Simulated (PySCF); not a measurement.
CH$_{6}$Ge, SMILES `C[GeH3]`.

Method: PBE/def2-TZVP; geometry: GFN2-xTB; program: PySCF. No frequency check shows the geometry to be a minimum. GFN2-xTB bond lengths at metals and heavier atoms can be off by up to 0.1 Å and shapes distorted, which carries into these values.

Input script:

```python
import numpy as np
from pyscf import gto, scf, dft
from pyscf.scf import atom_ks, atom_hf
from scipy.linalg import block_diag

def solve(mol, dm0=None, hcore=None):
    mf = (dft.UKS if mol.spin else dft.RKS)(mol, xc='pbe')
    mf.grids.level = 3
    mf = mf.density_fit(auxbasis='def2-universal-jkfit')
    mf.conv_tol, mf.max_cycle = 1e-8, 80
    if hcore is not None:
        mf.get_hcore = lambda *args: hcore
    mf.kernel(dm0)
    if not mf.converged:
        mf = mf.newton().run(mf.mo_coeff, mf.mo_occ, max_cycle=30)
    assert mf.converged, 'SCF not converged'
    return mf

mol = gto.M(atom='''
C     -1.56891     0.00021     0.00001
Ge     0.38971    -0.00015    -0.00012
H     -1.95468    -0.58361     0.83197
H     -1.95459    -0.42837    -0.92203
H     -1.95432     1.01302     0.08941
H      0.93445     0.58841     1.26066
H      0.93409    -1.38646    -0.12071
H      0.93780     0.80068    -1.13547
''', basis='def2-tzvp', charge=0, spin=0, verbose=4)
mf = solve(mol)
mf.analyze()
# spherically averaged free atoms, for the promolecule
atm = atom_ks.get_atm_nrks(mol, xc='pbe')
pro = block_diag(*[(atm[a[0]][2] * atm[a[0]][3]) @ atm[a[0]][2].T for a in mol._atom])
np.savez('result.npz', e=mf.e_tot, c=mf.mo_coeff, occ=mf.mo_occ, eps=mf.mo_energy, pro=pro, dip=mf.dip_moment(verbose=0), s2=mf.spin_square()[0])
```

Launched as:

```sh
OMP_NUM_THREADS=1 python input.py
```

The run took 11 s on 1 thread of Arm Neoverse V2, with other jobs on the host, peak memory 0.42 GiB.

Partitions, critical points and surface values were worked out afterwards from this run's density.

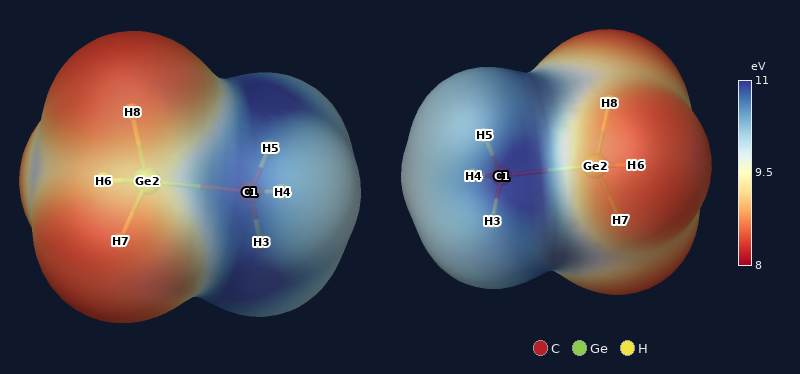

Average local ionisation energy on the surface of electron density 0.001 a.u. (back view left, front view right).

Question: Where are the most loosely bound electrons on this surface?

Answer: The lowest value is 8.4 eV, 1.5 Å from H6, and at like points elsewhere. Further minima include 9.8 eV, near H3 (1.81 Å), H4 (1.88 Å), C1 (1.98 Å) and H5 (1.99 Å). For comparison, the highest occupied orbital lies at −7.7 eV.
